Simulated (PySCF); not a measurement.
# Run report: SiCl4 (charge +1), single-point calculation

The run: single-point calculation of SiCl4, charge +1, multiplicity 2. Method and program: B2PLYP/STO-3G, UKS (PySCF 2.14.0).

The geometry is that of the parent species in another charge or spin state. The geometry comes from this level: PBE0-D4/def2-TZVP.

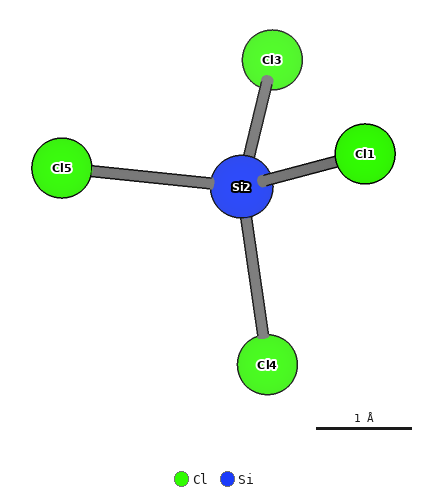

Figure 1. The structure as given in the input (ball-and-stick view, seen at a tilt; atoms are numbered from 1 in the order of the input).

Input file (run.py)
```python
from pyscf import gto, dft, mp

system = gto.M(
    atom='''
Cl    -0.962600    -0.087600     1.762300
Si     0.010000    -0.014700    -0.008300
Cl     1.655400    -1.185900     0.078100
Cl    -1.212100    -0.676900    -1.476100
Cl     0.559300     1.891400    -0.397500
''',
    charge=1,
    verbose=3,
    max_memory=1860,
    spin=1,
    basis='sto-3g',
)

mf = dft.UKS(system)
mf.xc = '0.53*HF + 0.47*B88, 0.73*LYP'
mf.grids.level = 4
mf.conv_tol = 1e-10
mf.kernel()
if not mf.converged:
    mf = mf.newton().run(mf.mo_coeff, mf.mo_occ)

pt = mp.MP2(mf, frozen=25).run()
e_final = mf.e_tot + 0.27 * pt.e_corr
print('PT2 part  %.8f' % (0.27 * pt.e_corr))
print('Final energy', e_final)
```

Command:
```bash
OMP_NUM_THREADS=1 python run.py
```

The program's output
```
WARN: HOMO -0.488997745325864 >= LUMO -0.488997745325879

SCF not converged.
SCF energy = -2105.85094809616 after 50 cycles  <S^2> = 0.75278772  2S+1 = 2.0027858
converged SCF energy = -2105.85094809759  <S^2> = 0.75278757  2S+1 = 2.0027856
E(UMP2) = -2105.96711118857  E_corr = -0.116163090976697
E(SCS-UMP2) = -2105.96308191101  E_corr = -0.112133813417775
PT2 part  -0.03136403
Final energy -2105.882312132157
```

Results in brief

| quantity | value |
| --- | --- |
| outcome | converged |
| total energy | −2105.882312 hartree |
| SCF energy | −2105.850948 hartree |
| basis functions | 45 |
| ⟨S²⟩ | 0.753 |
| hardware | 1 thread of Arm Neoverse V1, 24 GiB of memory available, shared host |
| wall time | 56 s |
| peak memory | 0.44 GiB |

Notes

The record of the run, not the program, notes: dipole of an ion depends on the origin.
